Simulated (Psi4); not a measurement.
**BSiN2H5 (SMILES N[SiH]1BN1): MP2/def2-SVP (density fitting, density fitting for correlation, sweep point 4)**

What is the vertical singlet–triplet gap of BSiN2H5 at MP2/def2-SVP (density fitting, density fitting for correlation, sweep point 4)? 

The calculation is run with Psi4 1.11.

## (1) Starting point

BSiN2H5: 9 atoms, total charge 0, spin state singlet. As SMILES, `N[SiH]1BN1`. Geometry: relaxed at PBE0-D4/def2-TZVP. This is one conformer, not always the lowest.

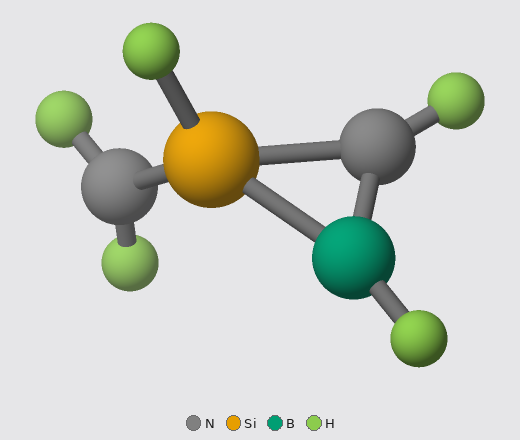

The structure, seen from a chosen angle (nitrogen grey, silicon amber, boron teal, hydrogen green).

## (2) A single-point energy at MP2/def2-SVP (density fitting, density fitting for correlation, sweep point 4)

Contents of bh5n2si.in:

```
memory 1.6 GB

molecule {
  0 1
  N     -0.637800     1.588100     0.218200
  Si     0.258900     0.175500     0.530500
  B     -0.233900    -1.625800     0.110200
  N      0.650500    -0.971600    -0.738400
  H     -0.221300     2.503300     0.212900
  H     -1.561800     1.577300    -0.177300
  H      1.441200     0.620900     1.305200
  H     -0.741300    -2.702400     0.114400
  H      1.134000    -1.211600    -1.592900
  symmetry c1
}

set {
  puream          true
  scf_type        df
  num_frozen_docc 8
}

result = energy('mp2/def2-SVP')
print_variables()
```

Run with:

```console
$ psi4 -i bh5n2si.in -o bh5n2si.out -n 1
```

bh5n2si.out:

```text
[...]
  Running in c1 symmetry.
[...]
  Nuclear repulsion =  149.962674332369971
[...]
  Multiplicity = 1
[...]
  Nalpha       = 19
  Nbeta        = 19
[...]
    Number of basis functions: 85
[...]
   @DF-RHF iter   1:  -425.12380015452652   -5.89493e-01   6.11169e-03 DIIS/ADIIS
[...]
   @DF-RHF iter  12:  -425.25715802339079   -3.63798e-12   4.25265e-09 DIIS
[...]
    Orbital Energies [Eh]
    ---------------------
    Doubly Occupied:
       1A    -68.763079     2A    -15.543433     3A    -15.535340
       4A     -7.596158     5A     -6.128300     6A     -4.240191
       7A     -4.238950     8A     -4.238514     9A     -1.141909
      10A     -1.113564    11A     -0.759464    12A     -0.672439
      13A     -0.654532    14A     -0.594014    15A     -0.529770
      16A     -0.487536    17A     -0.426968    18A     -0.416744
      19A     -0.339889
[...]
  @DF-RHF Final Energy:  -425.25715802339079
   => Energetics <=
    Nuclear Repulsion Energy =            149.9626743323699714
    One-Electron Energy =                -883.5980746296245343
    Two-Electron Energy =                 308.3782422738638047
    Total Energy =                       -425.2571580233907866
[...]
 Multipole Moments:
 ------------------------------------------------------------------------------------
     Multipole            Electronic (a.u.)      Nuclear  (a.u.)        Total (a.u.)
 ------------------------------------------------------------------------------------
 L = 1.  Multiply by 2.5417464519 to convert [e a0] to [Debye]
 Dipole X            :          0.0093464            0.0213621            0.0307085
 Dipole Y            :         -1.9322848            2.4761916            0.5439068
 Dipole Z            :          0.1382816           -0.6704448           -0.5321631
 Magnitude           :                                                    0.7615610
[...]
```

It took 4.2 s on 1 thread of Intel Xeon Platinum 8488C (Sapphire Rapids), shared host; peak memory 0.21 GiB.

## (3) The triplet at the same level

Contents of calc.dat:

```
memory 1600 mb

molecule system {
  0 3
  N     -0.637800     1.588100     0.218200
  Si     0.258900     0.175500     0.530500
  B     -0.233900    -1.625800     0.110200
  N      0.650500    -0.971600    -0.738400
  H     -0.221300     2.503300     0.212900
  H     -1.561800     1.577300    -0.177300
  H      1.441200     0.620900     1.305200
  H     -0.741300    -2.702400     0.114400
  H      1.134000    -1.211600    -1.592900
  units angstrom
  symmetry c1
}

set {
  basis           def2-SVP
  reference       uhf
  puream          true
  scf_type        df
  num_frozen_docc 8
  maxiter         100
}

e, wfn = energy("mp2", return_wfn=True)
```

Run with:

```console
$ psi4 -i calc.dat -o calc.out -n 1
```

calc.out:

```text
[...]
  Running in c1 symmetry.
[...]
  Nuclear repulsion =  149.962674332369971
[...]
  Multiplicity = 3
[...]
  Nalpha       = 20
  Nbeta        = 18
[...]
    Number of basis functions: 85
[...]
   @DF-UHF iter   1:  -424.94430056617813   -4.09994e-01   6.32661e-03 DIIS/ADIIS
[...]
   @DF-UHF iter  19:  -425.10131067644375   -4.49063e-12   7.47478e-09 DIIS
[...]
   @S^2 Observed:                2.013891926E+00
[...]
    Orbital Energies [Eh]
    ---------------------
    Alpha Occupied:
       1A    -68.826788     2A    -15.564885     3A    -15.522307
       4A     -7.587703     5A     -6.188769     6A     -4.305198
       7A     -4.297893     8A     -4.297252     9A     -1.161340
      10A     -1.135921    11A     -0.792848    12A     -0.696490
      13A     -0.679596    14A     -0.601381    15A     -0.562859
      16A     -0.502264    17A     -0.465481    18A     -0.457718
      19A     -0.408870    20A     -0.179177
    Alpha Virtual:
      21A      0.134906    22A      0.163374    23A      0.196587
      24A      0.220338    25A      0.245129    26A      0.255301
[...]
  @DF-UHF Final Energy:  -425.10131067644375
   => Energetics <=
    Nuclear Repulsion Energy =            149.9626743323699714
    One-Electron Energy =                -882.6726866539204366
    Two-Electron Energy =                 307.6087016451067484
    Total Energy =                       -425.1013106764437453
  UHF NO Occupations:
  HONO-2 :   18  A 1.9969968
  HONO-1 :   19  A 1.0000000
  HONO-0 :   20  A 1.0000000
  LUNO+0 :   21  A 0.0030032
  LUNO+1 :   22  A 0.0021693
[...]
 Multipole Moments:
 ------------------------------------------------------------------------------------
     Multipole            Electronic (a.u.)      Nuclear  (a.u.)        Total (a.u.)
 ------------------------------------------------------------------------------------
 L = 1.  Multiply by 2.5417464519 to convert [e a0] to [Debye]
 Dipole X            :          0.0360187            0.0213621            0.0573808
 Dipole Y            :         -1.1112702            2.4761916            1.3649213
 Dipole Z            :          0.5385846           -0.6704448           -0.1318601
 Magnitude           :                                                    1.3724758
[...]
```

Wall time 5.7 s (1 thread of Intel Xeon Platinum 8488C (Sapphire Rapids), shared host); peak memory 0.21 GiB.

## (4) What came out

At MP2/def2-SVP (density fitting, density fitting for correlation, sweep point 4), 8 core orbitals frozen:

| quantity | value |
| --- | --- |
| singlet: total energy | -425.77108 Eh |
| singlet: HOMO energy (Hartree–Fock orbitals) | -9.25 eV |
| singlet: LUMO energy (Hartree–Fock orbitals) | 3.73 eV |
| singlet: HOMO–LUMO gap (Hartree–Fock orbitals) | 12.98 eV |
| singlet: correlation energy (8 core orbitals frozen) | -513.9 mEh |
| triplet: total energy | -425.59884 Eh |
| triplet: HOMO energy (Hartree–Fock orbitals) (highest over α and β) | -4.88 eV |
| triplet: LUMO energy (Hartree–Fock orbitals) (lowest over α and β) | -0.17 eV |
| triplet: correlation energy (8 core orbitals frozen) | -497.5 mEh |
| triplet: ⟨S²⟩ of the reference determinant | 2.014 |
| vertical energy of the triplet above the singlet | 4.687 eV |

In words: At this shape the triplet lies 4.69 eV (108 kcal/mol) above the singlet.
